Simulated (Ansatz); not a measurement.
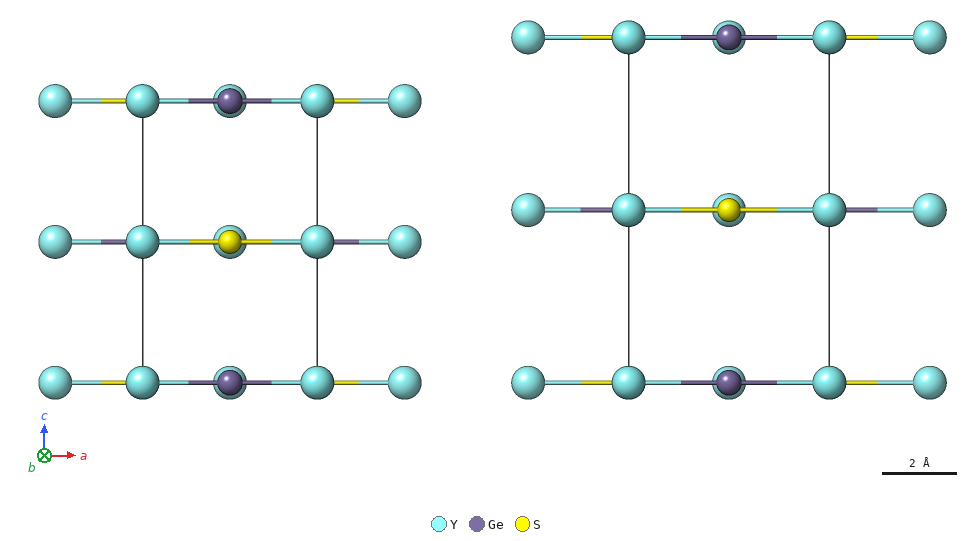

Two geometries of solid Y₂GeS (a generated structure, set up in I4/mmm) (coarse preliminary run), drawn at one scale. One is the start of a relaxation, the other its converged end. The picture is a ball-and-stick view of the conventional cell (2 times the calculation's cell), seen along the b axis. Lengths and directions refer to the drawn axes.

These are results of DFT PBE, scalar-relativistic, plane waves, PAW in Ansatz 0.2.0, not measurements. (plane-wave cutoff 420 eV; k-point mesh 6 × 6 × 6; occupations gaussian; smearing width 0.1 eV; no spin polarisation; cell and atoms relaxed; force threshold 0.04 eV/Å; at most 70 steps)

### Which of the two is the end point?

The right one is the relaxed one. The energy falls by 1153 meV per atom in 7 accepted moves (9 points after the start). All forces vanish by symmetry, so only the cell relaxes. The pressure goes from 44.92 to −0.06 GPa. At 2 points the geometry stayed and the basis and grid were re-selected for the new cell (energy shift of 12.0 meV per atom at most each time). The atoms keep their places relative to the cell (all moves are under 0.005 Å). The volume changes by +62.0 %, with a = b 4.783 → 5.497 Å (+14.9 %), c 7.709 → 9.452 Å (+22.6 %). Near-neighbour distances that change, for instance: Y–Y 3.382 → 3.887 Å, Ge–Y 2.391 → 2.749 Å, S–Y 2.391 → 2.749 Å. The space group stays I4/mmm (No. 139). Cost: 2.1 min on 1 thread of Intel(R) Xeon(R) Processor @ 2.50GHz (Skylake/Cascade Lake) (shared host), peak memory 0.5 GiB.
